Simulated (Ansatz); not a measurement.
**CCl3F (SMILES FC(Cl)(Cl)Cl): revPBE/6-31G(d) (spherical functions)**

Aim: the vertical singlet–triplet gap of CCl3F at revPBE/6-31G* (spherical functions), from 2 runs. 

The results are computed with Ansatz 0.2.0.

51 further runs of the same task are left out: 2 that didn't finish, 49 set aside as unsound or not needed. Runs told in other sessions of the task aren't counted.

## 1. The structure to begin with

CCl3F has 5 atoms, charge 0, and is taken as a singlet. SMILES: `FC(Cl)(Cl)Cl`. The shape is that of a PBE0-D4/def2-TZVP optimisation.

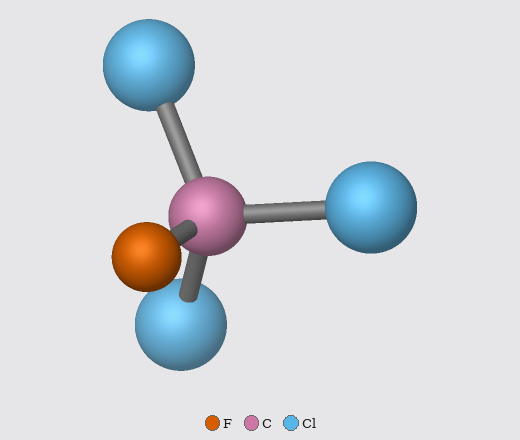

Viewed from a chosen angle; fluorine orange, carbon pink, chlorine blue.

## 2. The energy at revPBE/6-31G(d) (spherical functions)

Contents of molecule.yaml:

```yaml
crystal:
  periodic: [false, false, false]
  atoms:
    - {symbol: F, position_ang: [0.911880, -0.820730, 0.677360]}
    - {symbol: C, position_ang: [0.044670, -0.040210, 0.033190]}
    - {symbol: Cl, position_ang: [-1.384510, 0.157610, 1.040990]}
    - {symbol: Cl, position_ang: [-0.379970, -0.814480, -1.489160]}
    - {symbol: Cl, position_ang: [0.807920, 1.517810, -0.262390]}
basis:
  gaussian:
    orbitals: 6-31G_st_-spherical.json
hamiltonian:
  xc: {name: revPBE}
accuracy: high
output:
  orbitals: {seedname: orbitals}
```

The basis set 6-31G* is read from a file made from the Basis Set Exchange's data (not shown).

Launch:

```bash
ansatz run molecule.yaml --threads 1 --pin off --max-ram 3480MiB --events-out events.jsonl --progress --plain --runs-dir runs
```

What it wrote:

```text
Warning: RAYON_NUM_THREADS=1 ignored (pool sized by the plan → 1); use --threads N
Functional definition: revPBE
  name "revPBE"
  parameter kappa = 1.245
  parameter beta = 0.06672455060314922
  exchange = pbe_x(kappa = kappa, mu = beta*pi^2/3)
  correlation = pbe_c(beta = beta)
1786 factors; integrals over basis functions are off by at most 3.3e-9 eV
mean field evaluation 1: about -41310.5546 eV, gradient 2.0e1 eV
mean field evaluation 2: about -41309.2075 eV, gradient 3.6e1 eV
mean field evaluation 4: about -41311.2525 eV, gradient 1.0e0 eV
mean field evaluation 8: about -41311.2406 eV, gradient 2.8e-2 eV
mean field evaluation 16: about -41311.2406 eV, gradient 7.1e-6 eV
mean field -41311.24056468 eV, -1518.1600889873 hartree, gradient 5.1e-8 eV, S^2 0.000000; 0 other end points of the search recorded, 0 dependent functions left out
reference -41311.24056771 eV, -1518.1600890989 hartree; 33, 33 occupied and 49, 49 virtual orbitals, 1786 factors
Total energy: -41311.24056771 eV, -1518.1600890989 hartree
```

Run time: 6.3 s. Hardware: 1 thread of Arm Neoverse V2, shared host; peak memory 0.2 GiB.

## 3. The triplet at the same level

Contents of in.yaml:

```yaml
crystal:
  periodic: [false, false, false]
  atoms:
    - {symbol: F, position_ang: [0.911880, -0.820730, 0.677360]}
    - {symbol: C, position_ang: [0.044670, -0.040210, 0.033190]}
    - {symbol: Cl, position_ang: [-1.384510, 0.157610, 1.040990]}
    - {symbol: Cl, position_ang: [-0.379970, -0.814480, -1.489160]}
    - {symbol: Cl, position_ang: [0.807920, 1.517810, -0.262390]}
basis:
  gaussian:
    orbitals: 6-31G_st_-spherical.json
hamiltonian:
  xc: {name: revPBE}
accuracy: high
magnetization:
  spin_polarized: true
  initial_magnetization: 2
output:
  orbitals: {seedname: orbitals}
```

The basis set 6-31G* is read from a file made from the Basis Set Exchange's data (not shown).

Launch:

```bash
ansatz run in.yaml --threads 1 --pin off --max-ram 3480MiB --events-out events.jsonl --progress --plain --runs-dir runs
```

What it wrote, shortened:

```text
Warning: RAYON_NUM_THREADS=1 ignored (pool sized by the plan → 1); use --threads N
[... 2 set-up lines as earlier in the session ...]
[...]
1785 factors; integrals over basis functions are off by at most 3.3e-9 eV
[...]
mean field -41305.85160754 eV, -1517.9620484652 hartree, gradient 4.7e-8 eV, S^2 2.001875; 10 other end points of the search recorded, 0 dependent functions left out
reference -41305.85161076 eV, -1517.9620485835 hartree; 34, 32 occupied and 48, 50 virtual orbitals, 1785 factors
Total energy: -41305.85161076 eV, -1517.9620485835 hartree
```

Run time: 38 s. Hardware: 1 thread of Arm Neoverse V2, shared host; peak memory 0.27 GiB.

## 4. Outcome

Level: revPBE/6-31G* (spherical functions).

```
                                        quantity           value
                           singlet: total energy  -1518.16009 Eh
                            singlet: HOMO energy        -7.54 eV
                            singlet: LUMO energy        -2.12 eV
                          singlet: HOMO–LUMO gap         5.43 eV
                           triplet: total energy  -1517.96205 Eh
     triplet: HOMO energy (highest over α and β)        -2.18 eV
                                   triplet: ⟨S²⟩           2.002
vertical energy of the triplet above the singlet        5.389 eV
```

At this shape the triplet lies 5.39 eV (124 kcal/mol) above the singlet.
